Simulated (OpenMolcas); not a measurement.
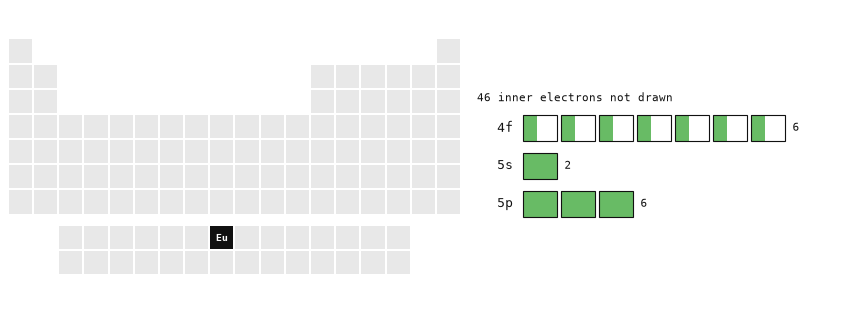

Left, the place of europium in the periodic table; right, the outer shells of the leading configuration of the lowest level: a box for each of the 2l + 1 orbitals, shaded by the share of the shell that is filled, with the electron count at the right.

Multiconfigurational calculation for Eu³⁺ complex (part 1 of 2)

Eu³⁺ with 6 ligands (O; octahedron, 2.469 Å), embedded in SrO by model potentials and point charges, whose field is part of the energies. Computed at this level: state-averaged CASSCF, active space 6 electrons in the shell 4f, basis ANO-RCC-VDZP on the metal and ANO-RCC-VDZP on the ligands, DKH2 scalar Hamiltonian, spin-orbit coupling by RASSI with atomic mean-field integrals (OpenMolcas).

Summary:

- outcome: converged
- energy of the lowest spin-free term: −11291.76711 hartree
- energy of the lowest spin-orbit level: −11291.78345 hartree
- largest spread among components of a term: 0.0 cm⁻¹
- hardware: 1 thread of Arm Neoverse V1, 24 GiB of memory available, shared host
- wall time: 2 min
- peak memory: 0.6 GiB

Notes:

Without dynamic correlation the splittings between terms come out too large, often by 20 to 50 %. To bear in mind: high states of lower spin left out of the spin-orbit mixing; the geometry is set by hand, with no relaxation; spin-free states above about 46,000 cm⁻¹ are left out of the spin-orbit step.

Input file:
```
&GATEWAY
Basis set
Eu.ANO-RCC-VDZP.
Eu1 0.0 0.0 0.0 Angstrom
End of basis
Basis set
O.ANO-RCC-VDZP.
L1 2.469000 0.000000 0.000000 Angstrom
L2 0.000000 2.469000 0.000000 Angstrom
L3 0.000000 0.000000 2.469000 Angstrom
End of basis
Basis set
Sr.EMB-AIMP.Pascual.16s10p.1s1p.ECP.SrO.
PseudoCharge
* 3 symmetry-unique lattice sites within 7.6 angstrom
End of basis
Basis set
Sr.EMB-AIMP.Pascual.0s.0s.ECP.SrO.
PseudoCharge
* 24 symmetry-unique lattice sites within 7.6 angstrom
End of basis
Basis set
O.EMB-AIMP.Pascual.0s.0s.ECP.SrO.
PseudoCharge
* 16 symmetry-unique lattice sites within 7.6 angstrom
End of basis
Symmetry
XYZ
AngMom=0.0 0.0 0.0
AMFI
RICD
XField
1052 Angstrom 0
* Evjen-weighted lattice charges
&SEWARD
&RASSCF
FileOrb=start.orb
Symmetry=1
Spin=7
nActEl=6 0 0
Inactive=30 27
Ras2=0 7
CIRoot=7 7 1
SDav=7
CIMx=300
Iter=150 100
PrWF=0.3
OrbListing=Nothing
MaxOrb=0
LevShft=1.0
>>> COPY $Project.JobIph JOB001
&RASSCF
FileOrb=start.orb
Symmetry=1
Spin=5
nActEl=6 0 0
Inactive=30 27
Ras2=0 7
CIRoot=140 140 1
SDav=140
CIMx=300
Iter=150 100
PrWF=0.3
OrbListing=Nothing
MaxOrb=0
CIOnly
LevShft=1.0
>>> COPY $Project.JobIph JOB002
&RASSCF
FileOrb=start.orb
Symmetry=1
Spin=3
nActEl=6 0 0
Inactive=30 27
Ras2=0 7
CIRoot=162 162 1
SDav=588
CIMx=300
Iter=150 100
PrWF=0.3
OrbListing=Nothing
MaxOrb=0
CIOnly
LevShft=1.0
>>> COPY $Project.JobIph JOB003
&RASSI
NrOfJobIphs=3 7 77 3
1 2 3 4 5 6 7
1 2 3 4 5 6 7 8 9 10 11 12 13 14 15 16 17 18 19 20 21 22 23 24 25 26 27
28 29 30 31 32 33 34 35 36 37 38 39 40 41 42 43 44 45 46 47 48 49 50 51
52 53 54 55 56 57 58 59 60 61 62 63 64 65 66 67 68 69 70 71 72 73 74 75
76 77
1 2 3
IphNames
JOB001
JOB002
JOB003
EJob
SpinOrbit
DIPRint=1.0
SOCoupling=1000.0
Subsets=2
Property=9
'ANGMOM' 1 'ANGMOM' 2 'ANGMOM' 3 'MLTPL  1' 1 'MLTPL  1' 2 'MLTPL  1' 3
'AMFI' 1 'AMFI' 2 'AMFI' 3
SOProperty=3
'ANGMOM' 1 'ANGMOM' 2 'ANGMOM' 3
```

The file start.orb holds starting orbitals from an earlier step. A driver script formed the levels outside the program, from RASSI's spin-orbit matrix and the active-space energies, averaged over the components of each term or state.

Launched with:
```bash
OMP_NUM_THREADS=1 MOLCAS_MEM=2457 MOLCAS_PROJECT=a pymolcas a.inp > a.log  # once for each step of the input, in one work folder
```

The program's output (extracts):
```
--- SEWARD ---
Basis set label: EU.ANO-RCC...7S6P4D2F1G.

      Electronic valence basis set:
      ------------------
      Associated Effective Charge  63.000000 au
      Associated Actual Charge     63.000000 au
      Nuclear Model: Point charge

      Shell  nPrim  nBasis  Cartesian Spherical Contaminant
         s      25       7        X
         p      22       6        X
         d      15       4                 X
         f      11       2                 X
         g       4       1                 X
                  Relativistic Douglas-Kroll-Hess integrals:
                    - DKH order of Hamiltonian: 2
                    - DKH order of Properties : 0
                  Atomic mean-field integrals
--- RASSCF ---
Wave function specifications:
      -----------------------------

      Number of closed shell electrons         114
      Number of electrons in active shells       6
      Max number of holes in RAS1 space          0
      Max nr of electrons in RAS3 space          0
      Number of inactive orbitals               57
      Number of active orbitals                  7
      Number of secondary orbitals             112
      Spin quantum number                      3.0
      State symmetry                             1
Orbital specifications:
      -----------------------

      Symmetry species                           1   2
                                                ag  au
      Frozen orbitals                            0   0
      Inactive orbitals                         30  27
      Active orbitals                            0   7
      RAS1 orbitals                              0   0
      RAS2 orbitals                              0   7
      RAS3 orbitals                              0   0
      Secondary orbitals                        60  52
      Deleted orbitals                           0   0
      Number of basis functions                 90  86
      Number of CSFs                             7
      Number of root(s) required                 7
      Iter CI   SX   CI       RASSCF       Energy    max ROT     max BLB   max BLB  Level Ln srch  Step   QN
          iter iter root      energy       change     param      element    value   shift minimum  type update
 Nr of preliminary CI iterations:   1
      Total energies have been shifted. Add               -11000.00 au
        1   1    8    0  -289.61758164    0.00E+00   6.25E-02   14  48 2 -4.95E-01*  1.44   0.00    SX    NO
        2   1    9    0  -291.24170115   -1.62E+00*  5.90E-02   30  33 1  2.22E-01*  0.95   0.00    SX    NO
        3   1    9    0  -291.65328918   -4.12E-01* -4.25E-02   30  33 1  1.31E-01*  0.77   0.00    SX    NO
        4   1    9    0  -291.72905931   -7.58E-02*  2.54E-02   30  33 1  7.54E-02*  0.71   0.00    SX    NO
        5   1    9    0  -291.75324246   -2.42E-02* -2.70E-02   30  33 1  4.44E-02*  0.68   2.24    LS   YES
        6   1    8    0  -291.76384501   -1.06E-02*  6.96E-03   12  44 2 -1.26E-02*  0.65   1.17    QN   YES
        7   1    8    0  -291.76518175   -1.34E-03*  3.38E-03   27  69 2 -5.16E-03*  0.66   1.50    LS   YES
        8   1    8    0  -291.76534568   -1.64E-04*  1.45E-03   10  45 2 -3.87E-03*  0.66   1.02    QN   YES
        9   1    7    0  -291.76551832   -1.73E-04* -1.37E-03   25  32 1  2.03E-03*  0.66   1.25    QN   YES
       10   1    7    0  -291.76555907   -4.07E-05* -7.27E-04   19  31 1  9.92E-04*  0.66   1.14    QN   YES
       11   1    7    0  -291.76556964   -1.06E-05*  4.89E-04   19  31 1  5.42E-04*  0.66   1.67    LS   YES
       12   1    7    0  -291.76557165   -2.01E-06* -1.11E-04   12  47 2  4.58E-04*  0.66   0.99    QN   YES
       13   1    6    0  -291.76557336   -1.71E-06*  4.67E-05   18  88 1 -1.38E-04*  0.66   1.42    LS   YES
       14   1    6    0  -291.76557351   -1.50E-07*  5.37E-05   29  36 2  1.01E-04*  0.66   0.99    QN   YES
       15   1    6    0  -291.76557368   -1.68E-07*  3.42E-05   27  66 2  4.26E-05   0.66   1.64    LS   YES
       16   1    5    0  -291.76557370   -2.48E-08* -1.20E-05   13  49 1 -6.03E-05   0.66   1.01    QN   YES
       17   1    5    0  -291.76557372   -1.50E-08*  6.67E-06   30  33 1  1.30E-05   0.66   1.10    QN   YES
       18   1    4    0  -291.76557370    2.10E-08* -4.58E-06   30  33 1  4.59E-06   0.66   0.02    LS   YES
       19   1    5    0  -291.76557370    9.48E-10   4.89E-06   30  33 1  1.03E-05   0.66  -0.12    QN   YES
      Convergence after 19 iterations
       20   1    5    0  -291.76557370   -9.71E-10   4.89E-06   30  33 1  3.98E-06   0.66  -0.12    QN   YES
      Natural orbitals and occupation numbers for root  1
      sym 2:   0.000000   1.000000   1.000000   1.000000   1.000000   1.000000   1.000000
      Natural orbitals and occupation numbers for root  2
      sym 2:   0.000000   1.000000   1.000000   1.000000   1.000000   1.000000   1.000000
      Natural orbitals and occupation numbers for root  3
      sym 2:   1.000000   1.000000   1.000000   1.000000   0.000000   1.000000   1.000000
::    RASSCF root number  1 Total energy: -11291.76711137
::    RASSCF root number  2 Total energy: -11291.76711137
::    RASSCF root number  3 Total energy: -11291.76711137
::    RASSCF root number  4 Total energy: -11291.76471968
::    RASSCF root number  5 Total energy: -11291.76471968
::    RASSCF root number  6 Total energy: -11291.76471968
::    RASSCF root number  7 Total energy: -11291.76352272
--- RASSCF ---
Wave function specifications:
      -----------------------------

      Number of closed shell electrons         114
      Number of electrons in active shells       6
      Max number of holes in RAS1 space          0
      Max nr of electrons in RAS3 space          0
      Number of inactive orbitals               57
      Number of active orbitals                  7
      Number of secondary orbitals             112
      Spin quantum number                      2.0
      State symmetry                             1
Orbital specifications:
      -----------------------

      Symmetry species                           1   2
                                                ag  au
      Frozen orbitals                            0   0
      Inactive orbitals                         30  27
      Active orbitals                            0   7
      RAS1 orbitals                              0   0
      RAS2 orbitals                              0   7
      RAS3 orbitals                              0   0
      Secondary orbitals                        60  52
      Deleted orbitals                           0   0
      Number of basis functions                 90  86
      Number of CSFs                           140
      Number of root(s) required               140
      Iter CI   SX   CI       RASSCF       Energy    max ROT     max BLB   max BLB  Level Ln srch  Step   QN
          iter iter root      energy       change     param      element    value   shift minimum  type update
 Nr of preliminary CI iterations:   1
        1   1    0    0-11291.54418313    0.00E+00   0.00E+00   29  36 2 -1.78E-02*  0.00   0.00    SX    NO
      Natural orbitals and occupation numbers for root  1
      sym 2:   0.758466   0.887653   0.918660   0.911606   0.758467   0.846487   0.918661
      Natural orbitals and occupation numbers for root  2
      sym 2:   0.758240   0.887955   0.909996   0.846044   0.759031   0.918583   0.920150
      Natural orbitals and occupation numbers for root  3
      sym 2:   0.759031   0.887955   0.920150   0.758241   0.909995   0.918584   0.846044
::    RASSCF root number  1 Total energy: -11291.65632743
::    RASSCF root number  2 Total energy: -11291.65632743
::    RASSCF root number  3 Total energy: -11291.65632743
::    RASSCF root number  4 Total energy: -11291.65557418
::    RASSCF root number  5 Total energy: -11291.65557418
::    RASSCF root number  6 Total energy: -11291.64194764
::    RASSCF root number  7 Total energy: -11291.64194764
::    RASSCF root number  8 Total energy: -11291.64194764
::    RASSCF root number  9 Total energy: -11291.64175349
::    RASSCF root number 10 Total energy: -11291.64175349
::    RASSCF root number 11 Total energy: -11291.64122905
::    RASSCF root number 12 Total energy: -11291.64122905
::    RASSCF root number 13 Total energy: -11291.64122905
::    RASSCF root number 14 Total energy: -11291.64019168
::    RASSCF root number 15 Total energy: -11291.64019168
::    RASSCF root number 16 Total energy: -11291.64019168
::    RASSCF root number 17 Total energy: -11291.63852217
::    RASSCF root number 18 Total energy: -11291.63852217
::    RASSCF root number 19 Total energy: -11291.63840485
::    RASSCF root number 20 Total energy: -11291.63840485
::    RASSCF root number 21 Total energy: -11291.63840485
::    RASSCF root number 22 Total energy: -11291.63821547
::    RASSCF root number 23 Total energy: -11291.63511904
::    RASSCF root number 24 Total energy: -11291.63491894
::    RASSCF root number 25 Total energy: -11291.63491894
::    RASSCF root number 26 Total energy: -11291.63491894
::    RASSCF root number 27 Total energy: -11291.63472370
::    RASSCF root number 28 Total energy: -11291.63472370
::    RASSCF root number 29 Total energy: -11291.63335931
::    RASSCF root number 30 Total energy: -11291.63335931
--- RASSCF ---
Wave function specifications:
      -----------------------------

      Number of closed shell electrons         114
      Number of electrons in active shells       6
      Max number of holes in RAS1 space          0
      Max nr of electrons in RAS3 space          0
      Number of inactive orbitals               57
      Number of active orbitals                  7
      Number of secondary orbitals             112
      Spin quantum number                      1.0
      State symmetry                             1
Orbital specifications:
      -----------------------

      Symmetry species                           1   2
                                                ag  au
      Frozen orbitals                            0   0
      Inactive orbitals                         30  27
      Active orbitals                            0   7
      RAS1 orbitals                              0   0
      RAS2 orbitals                              0   7
      RAS3 orbitals                              0   0
      Secondary orbitals                        60  52
      Deleted orbitals                           0   0
      Number of basis functions                 90  86
      Number of CSFs                           588
      Number of root(s) required               162
      Iter CI   SX   CI       RASSCF       Energy    max ROT     max BLB   max BLB  Level Ln srch  Step   QN
          iter iter root      energy       change     param      element    value   shift minimum  type update
 Nr of preliminary CI iterations:   1
        1   1    0    0-11291.53677939    0.00E+00   0.00E+00   29  36 2 -1.99E-02*  0.00   0.00    SX    NO
      Natural orbitals and occupation numbers for root  1
      sym 2:   0.813232   0.822622   0.909415   0.814915   0.819171   0.909607   0.911038
      Natural orbitals and occupation numbers for root  2
      sym 2:   0.813246   0.822605   0.911036   0.819172   0.814916   0.909609   0.909416
      Natural orbitals and occupation numbers for root  3
      sym 2:   0.814741   0.821104   0.909606   0.819250   0.814836   0.910848   0.909615
::    RASSCF root number  1 Total energy: -11291.56346222
::    RASSCF root number  2 Total energy: -11291.56346222
::    RASSCF root number  3 Total energy: -11291.56346222
::    RASSCF root number  4 Total energy: -11291.55859261
::    RASSCF root number  5 Total energy: -11291.55858446
::    RASSCF root number  6 Total energy: -11291.55858446
::    RASSCF root number  7 Total energy: -11291.55858446
::    RASSCF root number  8 Total energy: -11291.55858056
::    RASSCF root number  9 Total energy: -11291.55858055
::    RASSCF root number 10 Total energy: -11291.55858055
::    RASSCF root number 11 Total energy: -11291.55851867
::    RASSCF root number 12 Total energy: -11291.55851867
::    RASSCF root number 13 Total energy: -11291.55851867
::    RASSCF root number 14 Total energy: -11291.55846022
::    RASSCF root number 15 Total energy: -11291.55846022
::    RASSCF root number 16 Total energy: -11291.55830999
::    RASSCF root number 17 Total energy: -11291.55830999
::    RASSCF root number 18 Total energy: -11291.55830999
::    RASSCF root number 19 Total energy: -11291.55778270
::    RASSCF root number 20 Total energy: -11291.55778270
::    RASSCF root number 21 Total energy: -11291.55778270
::    RASSCF root number 22 Total energy: -11291.55760180
::    RASSCF root number 23 Total energy: -11291.55760180
::    RASSCF root number 24 Total energy: -11291.55748500
::    RASSCF root number 25 Total energy: -11291.55748500
::    RASSCF root number 26 Total energy: -11291.55748500
::    RASSCF root number 27 Total energy: -11291.55456371
::    RASSCF root number 28 Total energy: -11291.55444051
::    RASSCF root number 29 Total energy: -11291.55444051
::    RASSCF root number 30 Total energy: -11291.55444051
```

(Continued in part 2.)
